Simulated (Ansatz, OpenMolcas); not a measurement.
## How methods differ on GaNH3 (SMILES [NH2][GaH])

GaNH3: 5 atoms, total charge 0, spin state doublet. SMILES: `[NH2][GaH]`. Geometry: relaxed at PBE0-D4/def2-TZVP. This is one conformer, not always the lowest.

Quantity: the electronic atomisation energy, in eV. The values are calculated. Electronic energies at fixed atoms, without zero-point motion or spin-orbit coupling.

```tsv
level	kind	program	value (eV)	less CCSD(T)/def2-TZVP	CPU time (all runs)
UHF/def2-TZVP	Hartree–Fock	Ansatz	8.85	-3.94	4.4 s
U-revPBE/def2-TZVP	GGA	Ansatz	13.01	+0.22	11 s
UPBE/def2-TZVP	GGA	OpenMolcas	13.50	+0.71	77 s
UTPSS/def2-TZVP	meta-GGA	OpenMolcas	13.58	+0.79	1.7 min
UBHLYP/def2-TZVP	global hybrid	OpenMolcas	12.84	+0.05	77 s
UPBE0/def2-TZVP	global hybrid	OpenMolcas	13.21	+0.42	74 s
U-wB97M-V/def2-TZVP	range-separated hybrid	Ansatz	13.35	+0.56	91 s
UB2PLYP/def2-TZVP	double hybrid	Ansatz	13.15	+0.36	17 s
RPA@PBE/def2-TZVP	RPA	Ansatz	12.53	-0.26	19 s
UCCSD(T)/def2-TZVP	coupled cluster or CI	Ansatz	12.79	0.00	75 s
```

UCCSD(T)/def2-TZVP is the highest level here, not the true value. All-electron rows without a relativistic Hamiltonian named are non-relativistic. The values span 8.85 to 13.58 eV. In the correlated wave-function rows the outer d shell of Ga is correlated, in sets not made for it. CPU times are rough (shared hosts, several kinds of processor and program).

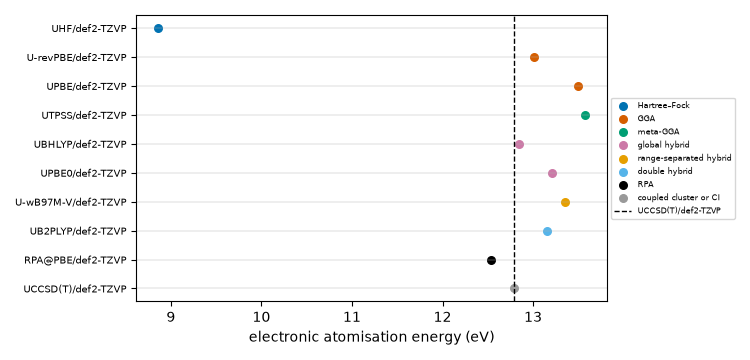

The values of the table, level by level.
